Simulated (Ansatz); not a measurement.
**What MoS3 (built on the sites of a database entry of WO3) distorts into**

Which phase does MoS3 (built on the sites of a database entry of WO3) fall into along its unstable mode, and how much energy does it gain?

Main program and level: Ansatz 0.2.0; DFT PBEsol, scalar-relativistic, plane waves, PseudoDojo norm-conserving pseudopotentials.

The structure was built from a prototype and need not be the compound's stable phase.

## (1) Set-up

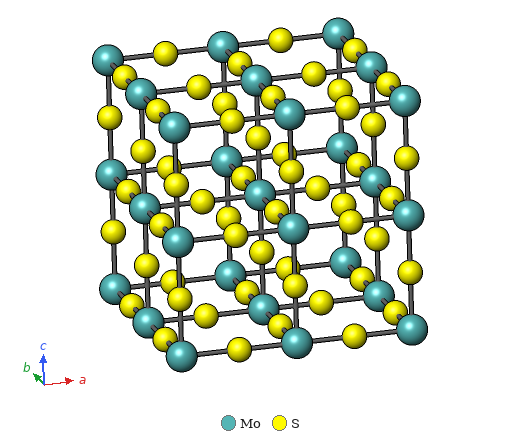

Start, viewed slightly off an axis; molybdenum teal, sulfur yellow. 2×2×2 cells are drawn. Some periodic images of atoms are drawn too.

Coordinates:

```cif
data_structure
_symmetry_space_group_name_H-M 'Pm-3m'
_symmetry_Int_Tables_number 221
_cell_length_a 4.6296
_cell_length_b 4.6296
_cell_length_c 4.6296
_cell_angle_alpha 90.000
_cell_angle_beta 90.000
_cell_angle_gamma 90.000
_cell_volume 99.22
loop_
_atom_site_label
_atom_site_type_symbol
_atom_site_symmetry_multiplicity
_atom_site_Wyckoff_symbol
_atom_site_fract_x
_atom_site_fract_y
_atom_site_fract_z
_atom_site_occupancy
Mo1 Mo 1 a 0.00000 0.00000 0.00000 1
S1 S 3 d 0.00000 0.00000 0.50000 1
```

## (2) The dispersion

The cell comes from relaxations at this level that are not shown. Stability and thermal properties need the whole zone. Linear response on a 2×2×2 q mesh gives force constants as far as a supercell of that size would.

Input file input.yaml:

```yaml
crystal:
  lattice:
    - [4.6295550062, 0.0, 0.0]
    - [0.0, 4.6295550062, 0.0]
    - [0.0, 0.0, 4.6295550062]
  atoms:
    - { symbol: Mo, position: [0.0, 0.0, 0.0] }
    - { symbol: S, position: [0.0, 0.0, 0.5] }
    - { symbol: S, position: [0.0, 0.5, 0.0] }
    - { symbol: S, position: [0.5, 0.0, 0.0] }
kpoints:
  mp_grid: { grid: [8, 8, 8] }
hamiltonian:
  xc: pbesol
  pseudopotentials: { kind: nc, accuracy: standard }
scf:
  occupations: { method: methfessel_paxton, width: 0.15 }
output:
  eigenvalues: true
phonons:
  method: dfpt
  qmesh: [2, 2, 2]
  temperatures: { t_max: 1000, t_step: 50 }
  qpath:
    path:
      - [[0.0, 0.0, 0.0], [0.0, 0.5, 0.0], [0.5, 0.5, 0.0], [0.0, 0.0, 0.0], [0.5, 0.5, 0.5], [0.0, 0.5, 0.0]]
      - [[0.5, 0.5, 0.5], [0.5, 0.5, 0.0]]
    npoints: 10
```

Started as:

```bash
$ ansatz run input.yaml --threads 4 --pin off --max-ram 7168MiB --backend cpu --events-out ev --progress --plain --runs-dir out
```

Numbers of over 12 decimals in the logs are rounded to 6 here.

The log of the run:

```text
Engine: ansatz 0.2.0, aarch64-unknown-linux-gnu
Pseudopotentials: kind: nc
Pseudopotential: Mo, nc, valence charge 14, recommended cutoff 1088.45545 eV (normal), Mo.nc.azcp (PseudoDojo's, or run here from an input of PseudoDojo's; its table is named by hamiltonian.pseudopotentials.accuracy)
Pseudopotential: S, nc, valence charge 6, recommended cutoff 707.496042 eV (normal), S.nc.azcp (PseudoDojo's, or run here from an input of PseudoDojo's; its table is named by hamiltonian.pseudopotentials.accuracy)
Functional definition: PBEsol
  exchange = pbesol_x
  correlation = pbesol_c
Crystal: 4 atoms, lattice volume = 99.224 Å³
Basis set: ecut = 1088.45545 eV, 8217 PW (Γ), exchange–correlation on 100×100×100 points (8 copies of the dense FFT grid, shifted against one another)
Bands: 20, of which v1, the nominal top of the filled ones, is band 16 counted from 1 (15 counted from 0)
Symmetry: 48 space group operations
k-points: 35 of 512
Non-local potential: Mo, projectors of the file, l = 0: 2, l = 1: 2, l = 2: 2
Non-local potential: S, projectors of the file, l = 0: 2, l = 1: 2, l = 2: 2
Initial density: superposition of atomic densities (chi_scale 0.1, normalization cell, long waves kept (reshape's long-wave potential 0.00 eV rms))
Initial wavefunctions: pseudopotential atomic-orbital guess
Functional: x = pbesol(κ = 0.804, μ = 0.123457), c = pbesol(β = 0.046)
SCF iter   1: F=—  HF=-2812.871240 eV  |F-HF|=—  |Δ(HF+E_count)|=         —  Δρ=6.75e-2  dr2=7.07e0  ethr=3.10e-3  ⟨swp⟩=7.7  Hψ=4240  notcnv=0
preconditioner: auto → LDOS  [metal: Δε(μ)=0.006 eV  Ē_g=7.456 eV  σ=0.150 eV  W_gap=0.03  n_scr=18 (ndim 8)  ℏωp=18.3 eV  f_vac=0.103  D(μ)=4.35/eV (n_scr^D=32)  β→1.0]
SCF iter   2: F=—  HF=-2811.737197 eV  |F-HF|=—  |Δ(HF+E_count)|=    1.13e0  S|Δr|=    0.00e0  Δρ=1.30e-2  dr2=6.89e-2  ethr=3.10e-3  ⟨swp⟩=8.0  Hψ=6939  notcnv=0
automatic band count: the SCF goes on with 24 bands, as 20 were too few: they end inside the smearing window of the response
SCF iter   3: F=—  HF=-2811.735615 eV  |F-HF|=—  |Δ(HF+E_count)|=   1.58e-3  S|Δr|=    0.00e0  Δρ=3.10e-3  dr2=1.12e-2  ethr=2.15e-4  ⟨swp⟩=2.8  Hψ=1640  notcnv=0  defer=54
SCF iter   4: F=—  HF=-2811.734241 eV  |F-HF|=—  |Δ(HF+E_count)|=   1.37e-3  S|Δr|=    0.00e0  Δρ=3.05e-4  dr2=7.35e-5  ethr=3.49e-5  ⟨swp⟩=1.8  Hψ=841  notcnv=0  defer=54
SCF iter   5: F=—  HF=-2811.734259 eV  |F-HF|=—  |Δ(HF+E_count)|=   1.77e-5  S|Δr|=    0.00e0  Δρ=3.79e-5  dr2=1.64e-6  ethr=2.30e-7  ⟨swp⟩=3.4  Hψ=1697  notcnv=0  defer=54
SCF iter   6: F=—  HF=-2811.733987 eV  |F-HF|=—  |Δ(HF+E_count)|=   2.72e-4  S|Δr|=    0.00e0  Δρ=5.28e-6  dr2=2.80e-8  ethr=5.13e-9  ⟨swp⟩=2.3  Hψ=1276  notcnv=0  defer=54
SCF iter   7: F=—  HF=-2811.733987 eV  |F-HF|=—  |Δ(HF+E_count)|=   1.25e-8  S|Δr|=    0.00e0  Δρ=4.71e-7  dr2=1.08e-10  ethr=8.74e-11  ⟨swp⟩=2.5  Hψ=1341  notcnv=0  defer=54
SCF iter   8: F=-2811.733987 eV  HF=-2811.733987 eV  |F-HF|=1.82e-12  |Δ(HF+E_count)|=  7.91e-11  S|Δr|=    0.00e0  Δρ=6.62e-8  dr2=1.21e-12  ethr=1.00e-12  ⟨swp⟩=15.6  Hψ=6682  notcnv=0
SCF 1 converged in 8 iterations: F = -2811.733987 eV  dr2 = 1.21e-12
Initial density: read from a saved state, or passed on in memory by an earlier SCF of this step, an earlier step, the calling program or the single point that the run made first
iter 1 solved again at ethr=2.02e-6 eV; its pass at ethr=3.10e-3 eV (dr2=6.47e-4 eV) is discarded
SCF iter   1: F=—  HF=-2811.734253 eV  |F-HF|=—  |Δ(HF+E_count)|=         —  Δρ=3.84e-6  dr2=6.72e-9  ethr=2.02e-6  ⟨swp⟩=3.7  Hψ=6584  notcnv=0
eigensolver tolerance schedule: the retry pair's looser diagonalisation over-reported the residual by 96255.90 of it (diagonalisation noise at an unbounded share of the residual, at the tolerance the schedule requests for it); recorded, not acted on — ethr = c·dr2/N_el stays at c = 1.0e-1
preconditioner: auto → LDOS  [metal: Δε(μ)=0.035 eV  Ē_g=6.859 eV  σ=0.150 eV  W_gap=0.20  n_scr=18 (ndim 8)  ℏωp=18.3 eV  f_vac=0.143  D(μ)=2.26/eV (n_scr^D=18)  β→1.0]
SCF iter   2: F=—  HF=-2811.733987 eV  |F-HF|=—  |Δ(HF+E_count)|=   2.66e-4  S|Δr|=    0.00e0  Δρ=3.19e-6  dr2=4.61e-9  ethr=2.10e-11  ⟨swp⟩=5.4  Hψ=2793  notcnv=0
SCF iter   3: F=—  HF=-2811.733987 eV  |F-HF|=—  |Δ(HF+E_count)|=   1.27e-9  S|Δr|=    0.00e0  Δρ=1.74e-6  dr2=1.36e-9  ethr=1.44e-11  ⟨swp⟩=1.0  Hψ=714  notcnv=0
SCF iter   4: F=—  HF=-2811.733987 eV  |F-HF|=—  |Δ(HF+E_count)|=  3.01e-10  S|Δr|=    0.00e0  Δρ=1.16e-6  dr2=6.13e-10  ethr=4.26e-12  ⟨swp⟩=1.0  Hψ=700  notcnv=0
SCF iter   5: F=—  HF=-2811.733987 eV  |F-HF|=—  |Δ(HF+E_count)|=  7.14e-11  S|Δr|=    0.00e0  Δρ=9.41e-7  dr2=3.99e-10  ethr=1.92e-12  ⟨swp⟩=1.0  Hψ=700  notcnv=0
SCF iter   6: F=—  HF=-2811.733987 eV  |F-HF|=—  |Δ(HF+E_count)|=  1.54e-10  S|Δr|=    0.00e0  Δρ=2.99e-7  dr2=3.79e-11  ethr=1.25e-12  ⟨swp⟩=2.3  Hψ=1236  notcnv=0
SCF iter   7: F=-2811.733987 eV  HF=-2811.733987 eV  |F-HF|=3.64e-12  |Δ(HF+E_count)|=  1.86e-11  S|Δr|=    0.00e0  Δρ=1.12e-7  dr2=5.72e-12  ethr=1.00e-12  ⟨swp⟩=2.9  Hψ=2369  notcnv=0
SCF 2 converged in 7 iterations: F = -2811.733987 eV  dr2 = 5.72e-12
phonons: the bands overlap, so this run is a metal and interpolates without the dipole-dipole term. If the crystal is really an insulator or semiconductor, its LO-TO splitting is missing
NSCF: frozen V_eff on 35 k-points
WARN: eigensolver did not converge in 9 slots of this pass, the one above among them; of largest residual over every band (k=27): 1 band(s) unlocked (lowest unlocked band 23, counted from 0; max residual 2.11e-3 eV among the unlocked bands, 2.11e-3 eV over every band); of lowest unlocked band (k=3): band 23
NSCF: frozen V_eff on 125 k-points
DFPT response loops at q = (0, 0, 0) (fractional): preconditioner auto → Kerker (q_TF=auto, 2.259 Å⁻¹) (partly filled bands, converged f_vac=0.143); β = 1.00, the filter's whole step (`scf.mixing.beta` (0.50) is not read by the response loops under this deck's `scf.mixing.preconditioner`; to damp them name `kerker` or `kerker_dos`, under which they read `scf.mixing.beta`, and type it under 1.00, their step now; both keys bind the ground state too); Broyden in place of MSR1
NSCF: frozen V_eff on 250 k-points
DFPT response loops at q = (0, 0, -0.5) (fractional): mixed as the last ones told, above
NSCF: frozen V_eff on 250 k-points
DFPT response loops at q = (0, -0.5, -0.5) (fractional): mixed as the last ones told, above
NSCF: frozen V_eff on 250 k-points
DFPT response loops at q = (-0.5, -0.5, -0.5) (fractional): mixed as the last ones told, above
SCF converged after 8 iterations
Stability not checked: this state was not tested for a lower state beside it, because cold or Methfessel-Paxton smearing, or corrected tetrahedra, fill the levels in a way that the test cannot read (fill_not_monotonic; see scf.lower_state_search)
Free energy (F): -2811.733987 eV
Harris-Foulkes:  -2811.733987 eV  (|F-HF|=1.82e-12)
Internal energy: -2811.736947 eV  (E = F + TS)
E sigma→0 (E₀):  -2811.734727 eV
Entropy (-TS):   0.002960 eV (0.740 meV/atom)
Fermi energy:    5.308875 eV
Step filling:    the computed levels leave a gap of 0.0354 eV = 0.2 smearing widths at the electron count; against every level under it full and every level over it empty, smearing changes F+E_penalty+E_count by +2.965 meV and its σ→0 estimate by +2.225 meV
--- Per-component energies (eV) ---
  E_band       = -299.532304
  E_kinetic    = 914.546228
  E_local      = -2841.175847  (includes V_loc(G=0)·N_el)
  E_nonlocal   = 359.378589
  E_hartree    = 900.581100
  E_xc         = -532.784717
  E_vxc        = -533.443432  (∫ρ·V_xc dr)
  E_ewald      = -1612.282299
  E_smearing   = 0.002960  (= −TS)
  E_closure    = 0.000000  (closes the sum)
  Σ components = -2811.733987   (vs F -2811.733987, Δ=0.00e0)
--- Band table (eV; the first three rows and the last of 35) ---
  k-point 0: bands = [... 12 lower, 3.6643, 4.2415, 4.2415, 4.2415, 4.9548, 4.9548, 4.9548, 6.0237, ... 4 higher]
  k-point 1: bands = [... 12 lower, 3.6692, 4.1691, 4.2315, 4.5645, 4.5645, 5.2210, 5.2210, 6.0290, ... 4 higher]
  k-point 2: bands = [... 12 lower, 3.5024, 3.6812, 4.0041, 4.6840, 4.6840, 5.9616, 5.9616, 6.0399, ... 4 higher]
  k-point 34: bands = [... 12 lower, 0.3685, 5.7851, 5.7851, 5.7851, 7.1005, 7.1005, 7.1005, 9.9567, ... 4 higher]
--- Phonons (Γ-DFPT): 3 representative perturbations + reference (Σ response iterations 7) ---
  ASR residual: 5.320e-5 → 0.000e0 eV/Å²; symmetrization residual: 9.537e-6 eV/Å²
  ASR residual per site (eV/Å²): 9.54e-6 5.32e-5 5.32e-5 5.32e-5
  Γ frequencies (cm⁻¹): 0.00 0.00 0.00 56.12 56.12 56.12 107.32 107.32 107.32 378.05 378.05 378.05
--- Phonons (arbitrary-q DFPT): 4 irreducible q on the 2×2×2 mesh ---
  q = [0.0000, 0.0000, 0.0000] (star 1, of the zone-centre solve; hermiticity 1.37e-6, symmetrization 1.69e-14): -0.00 -0.00 0.00 56.12 56.12 56.12 107.32 107.32 107.32 378.05 378.05 378.05
  q = [0.0000, 0.0000, -0.5000] (star 3, 7 solved perturbations in 775 linear systems a pass and spin channel, the states on 125 of 512 k-point pairs; hermiticity 7.02e-8, symmetrization 1.54e-13, the responses' own estimated error 7.3e-5 eV/Å²): -46.38 -46.38 82.05 82.05 119.20 139.85 157.80 157.80 176.27 366.29 366.29 421.60
  q = [0.0000, -0.5000, -0.5000] (star 3, 7 solved perturbations in 775 linear systems a pass and spin channel, the states on 125 of 512 k-point pairs; hermiticity 3.66e-7, symmetrization 6.17e-13, the responses' own estimated error 7.1e-5 eV/Å²): -73.49 -14.35 102.11 130.50 130.50 156.97 156.97 170.37 170.37 227.87 352.96 466.85
  q = [-0.5000, -0.5000, -0.5000] (star 1, 3 solved perturbations in 275 linear systems a pass and spin channel, the states on 125 of 512 k-point pairs; hermiticity 4.26e-13, symmetrization 6.83e-13, the responses' own estimated error 5.3e-5 eV/Å²): -218.29 -218.29 -9.69 -9.69 -9.69 164.46 164.46 164.46 225.37 225.37 225.37 507.29
  sum rule: each row above includes the acoustic sum rule's correction from the zone centre's row sums; it moved no ω² by more than (0.67 cm⁻¹)²
  mesh force constants: q→R imaginary residual 1.53e-46; ASR residual 5.320e-5 → 0.000e0 eV/Å²; symmetrization residual 2.132e-14 eV/Å²
  interpolated dispersion: 62 rows × 12 modes
  density of states and harmonic sums: on the 14×14×14 q-mesh, interpolated from the force constants of a 2×2×2 supercell (no non-analytic term)
  largest difference from the sums on the solved wave vectors: F 3.88e-1 eV, S 5.22e-4 and C_V 1.37e-4 eV/K
  zero-point energy: 0.124513 eV/cell   skipped modes (ω ≤ 0): 135, of them read as no rigid motion or as one in doubt: 132 (9.428e-1 modes/cell left out, lowest -218.29 cm⁻¹)   left out of the sums: 7.87e-2 of the cell's modes: C_V's classical limit lies that fraction below 3 k_B per atom; for a crystal, a wire or a layer, F and S can be off by more, and a phonons.interpolated_qmesh denser along its periods is the remedy for the sampling
```

Run time: 5.9 min. Hardware: 4 threads of Arm Neoverse V2, shared host; peak memory 2.5 GiB.

In the SCF lines HF is the Harris–Foulkes energy and dr2 the Hartree energy of the density residual, in eV; the loop may stop once dr2 is under the threshold and the program's other checks hold. Hψ counts applications of the Hamiltonian.

Numbers from this step:

```yaml
volume_per_atom: 24.81 Å³
gap_on_the_k_mesh: 0 eV
sum_rule_residual_before_enforcement: 5.32e-5 eV/Å²
lowest_frequency_on_the_path: -218.3 cm⁻¹
point_group: m-3m
highest_frequency_on_the_path_or_at_a_solved_wavevector: 507.3 cm⁻¹
highest_optical_mode_at_the_zone_centre_no_lo_to_term: 378.1 cm⁻¹
lowest_optical_zone_centre_mode: 56.12 cm⁻¹
lowest_mode_on_the_q_mesh_acoustic_modes_at_gamma_apart: -218.3 cm⁻¹
```

Frequencies (cm⁻¹) solved at each irreducible wavevector; negative means imaginary. Frequencies by wavevector, by row:

| q in reciprocal lattice units | star | mode 1 | mode 2 | mode 3 | mode 4 | mode 10 | mode 11 | mode 12 |
| --- | --- | --- | --- | --- | --- | --- | --- | --- |
| 0 0 0 | 1 | 0 | 0 | 0 | 56.1 | 378.1 | 378.1 | 378.1 |
| 0 0 -0.5 | 3 | -46.4 | -46.4 | 82 | 82 | 366.3 | 366.3 | 421.6 |
| 0 -0.5 -0.5 | 3 | -73.5 | -14.3 | 102.1 | 130.5 | 227.9 | 353 | 466.9 |
| -0.5 -0.5 -0.5 | 1 | -218.3 | -218.3 | -9.7 | -9.7 | 225.4 | 225.4 | 507.3 |

Interpolated from a 2×2×2 q mesh. Phonon branches along the path, in cm⁻¹:

| point | branch 1 | branch 2 | branch 3 | branch 4 | branch 9 | branch 10 | branch 11 | branch 12 |
| --- | --- | --- | --- | --- | --- | --- | --- | --- |
| Γ | 0 | 0 | 0 | 56 | 107 | 378 | 378 | 378 |
| X | -46 | -46 | 82 | 82 | 176 | 366 | 366 | 422 |
| M | -74 | -14 | 102 | 130 | 170 | 228 | 353 | 467 |
| Γ | 0 | 0 | 0 | 56 | 107 | 378 | 378 | 378 |
| R | -218 | -218 | -10 | -10 | 225 | 225 | 225 | 507 |
| X | -46 | -46 | 82 | 82 | 176 | 366 | 366 | 422 |
| jump to R | -218 | -218 | -10 | -10 | 225 | 225 | 225 | 507 |
| M | -74 | -14 | 102 | 130 | 170 | 228 | 353 | 467 |

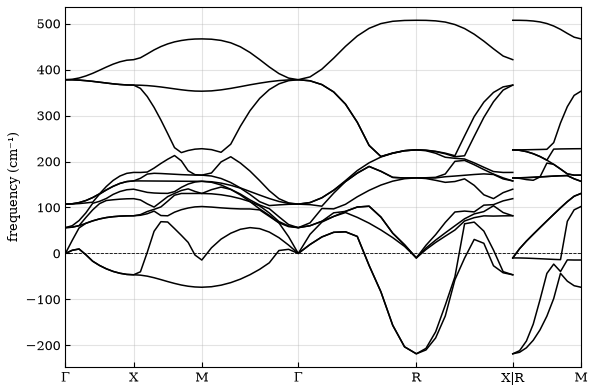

Phonon branches along the path.

Symmetry leaves 4 wavevectors to solve. The lowest mode among them, the acoustic zeros apart, lies at q = (-0.5, -0.5, -0.5) and is imaginary, 218.3i cm⁻¹, so the energy falls along it.

## (3) The mode frozen in, largest atomic shift 0 Å

The mode followed lies at q = (-0.5, -0.5, -0.5) with frequency 218.3i cm⁻¹ and is 2-fold degenerate, the softest among the wavevectors solved. At small amplitude the distorted cell has space group no. 140 by a symmetry search on the positions. The undistorted cell that holds it gives the zero of energy on the same k mesh.

System of this step: MoS3 (built on the sites of a database entry of WO3). Symmetry: Pm-3m, No. 221, cubic system. Conventional cell: a = 4.630 Å, b = 4.630 Å, c = 4.630 Å, α = 90.00°, β = 90.00°, γ = 90.00°. Nearest to Mo lie 6 S at 2.31 Å. Nearest to S lie 2 Mo at 2.31 Å. Farther neighbours and most contacts between anions are not listed.

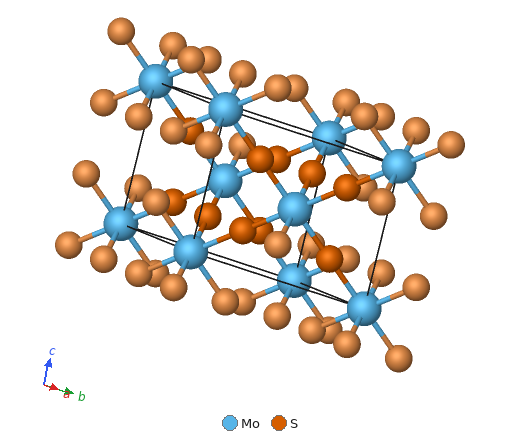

The cell of this step (molybdenum blue, sulfur orange). Some periodic images of atoms are drawn too.

input.yaml, the sections that differ from step 2:

```yaml
crystal:
  lattice:
    - [4.6295550062, 4.6295550062, 0.0]
    - [4.6295550062, 0.0, 4.6295550062]
    - [4.6295550062, 0.0, -4.6295550062]
  atoms:
    - { symbol: Mo, position: [0.0, 0.0, 1.0] }
    - { symbol: Mo, position: [0.0, 0.5, 0.5] }
    - { symbol: S, position: [0.0, 0.25, 0.75] }
    - { symbol: S, position: [0.0, 0.75, 0.25] }
    - { symbol: S, position: [0.5, 0.75, 0.75] }
    - { symbol: S, position: [0.5, 0.25, 0.25] }
    - { symbol: S, position: [0.0, 0.25, 0.25] }
    - { symbol: S, position: [0.0, 0.75, 0.75] }
output:
  forces: true
  stress: true
  eigenvalues: true
# kpoints, hamiltonian, scf: as in step 2
# phonons: removed
```

The log of the run:

```text
[...]
Crystal: 8 atoms, lattice volume = 198.448 Å³
Basis set: ecut = 1088.45545 eV, 16361 PW (Γ), exchange–correlation on 144×144×144 points (8 copies of the dense FFT grid, shifted against one another)
Bands: 40, of which v1, the nominal top of the filled ones, is band 32 counted from 1 (31 counted from 0)
Symmetry: 96 space group operations
[...]
k-points: 29 of 512
[...]
k-point 0: bands = [... 28 lower, 4.2599, 4.9618, 4.9618, 4.9618, 5.8065, 5.8065, 5.8065, 5.9676, ... 4 higher]
  k-point 1: bands = [... 28 lower, 4.5154, 4.7544, 4.7544, 4.9938, 5.6814, 5.6814, 5.7280, 6.4409, ... 4 higher]
  k-point 2: bands = [... 28 lower, 4.4406, 5.1519, 5.1519, 5.1594, 5.3585, 5.3585, 5.5172, 6.6523, ... 4 higher]
  k-point 28: bands = [... 28 lower, 3.7881, 3.7881, 4.8697, 4.8697, 5.9625, 5.9625, 6.8253, 6.8253, ... 4 higher]
[key lines of the parts left out:]
SCF converged after 8 iterations
Free energy (F): -5623.436592 eV
Fermi energy:    5.356745 eV
P = ⅓ Tr σ = 0.1715 GPa (1.715 kbar)
```

Run time: 11 s. Hardware: 4 threads; peak memory 1.4 GiB.

Numbers from this step:

- pressure: 0.1715 GPa
- energy from the undistorted cell: 0 meV/atom

The run ends at a pressure of 0.17 GPa.

## (4) The mode frozen in, largest atomic shift 0.04 Å

The atoms are moved along the unstable eigenvector, the largest shift by 0.04 Å, with the cell fixed.

input.yaml, the sections that differ from step 3:

```yaml
crystal:
  lattice:
    - [4.6295550062, 4.6295550062, 0.0]
    - [4.6295550062, 0.0, 4.6295550062]
    - [4.6295550062, 0.0, -4.6295550062]
  atoms:
    - { symbol: Mo, position: [0.0, 0.0, 1.0] }
    - { symbol: Mo, position: [0.0, 0.5, 0.5] }
    - { symbol: S, position: [0.0, 0.2456799304, 0.7543200696] }
    - { symbol: S, position: [0.0, 0.7543200696, 0.2456799304] }
    - { symbol: S, position: [0.5086401393, 0.7456799304, 0.7456799304] }
    - { symbol: S, position: [0.4913598607, 0.2543200696, 0.2543200696] }
    - { symbol: S, position: [0.0, 0.25, 0.25] }
    - { symbol: S, position: [0.0, 0.75, 0.75] }
# kpoints, hamiltonian, scf, output: as in step 3
```

The log of the run:

```text
[...]
Crystal: 8 atoms, lattice volume = 198.448 Å³
Basis set: ecut = 1088.45545 eV, 16361 PW (Γ), exchange–correlation on 144×144×144 points (8 copies of the dense FFT grid, shifted against one another)
Bands: 40, of which v1, the nominal top of the filled ones, is band 32 counted from 1 (31 counted from 0)
Symmetry: 16 space group operations
[...]
k-points: 59 of 512
[...]
k-point 0: bands = [... 28 lower, 4.2617, 4.9659, 4.9659, 4.9674, 5.8180, 5.8180, 5.8300, 5.9603, ... 4 higher]
  k-point 1: bands = [... 28 lower, 4.5153, 4.7492, 4.7546, 4.9916, 5.6949, 5.7049, 5.7471, 6.4355, ... 4 higher]
  k-point 2: bands = [... 28 lower, 4.4397, 5.0797, 5.1256, 5.1459, 5.3952, 5.4264, 5.5542, 6.6581, ... 4 higher]
  k-point 58: bands = [... 28 lower, 3.6123, 3.8148, 4.7350, 4.7350, 5.8111, 5.9871, 6.8955, 6.8955, ... 4 higher]
[key lines of the parts left out:]
SCF converged after 8 iterations
Free energy (F): -5623.448269 eV
Fermi energy:    5.367215 eV
P = ⅓ Tr σ = 0.3660 GPa (3.660 kbar)
```

Elapsed: 24 s, on 4 threads; peak memory 1.8 GiB; 95 s of CPU time.

This step gave:

```
pressure                         : 0.3660 GPa
gap on the k-mesh                : 0.05894 eV
energy from the undistorted cell : -1.676 meV/atom
```

The energy, extrapolated to zero smearing, is -1.68 meV/atom against the undistorted cell.

The run ends at a pressure of 0.37 GPa, with forces up to 0.075 eV/Å.

(Continued in part 2 of 3.)

[Logs are printed without paths, hosts, clocks, repeated set-up lines and the standing remarks that a program may print on its own settings, such as how far it seeks lower states.]

[Hosts, paths, dates, database ids (printed as entryN), source tags and the programs' standing remarks are cut or masked in the printed files.]
